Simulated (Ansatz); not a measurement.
**WC: response to strain**

The parent structure is WC (space group P-6m2, No. 187; a = 2.913 Å, c = 2.835 Å; relaxed with 0.1 eV smearing). Axes: x lies along a and z along c of the hexagonal cell.

Strains are applied to the cell and any free atomic positions relax; under biaxial strain the out-of-plane vector relaxes too.

All numbers come from plane-wave PAW DFT at the r2SCAN level (Ansatz, a program for electronic structure, 500 eV), no spin-orbit coupling.

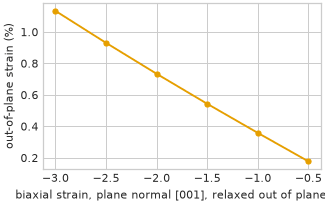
Fig. 1. Out-of-plane strain against biaxial strain, plane normal [001], relaxed out of plane

| biaxial strain, plane normal [001], relaxed out of plane (%) | out-of-plane strain |
|---|---|
| -3 | +1.13 % |
| -2.5 | +0.93 % |
| -2 | +0.73 % |
| -1.5 | +0.54 % |
| -1 | +0.36 % |
| -0.5 | +0.18 % |

Stability against distortions was not tested. The final runs are not spin-polarised.
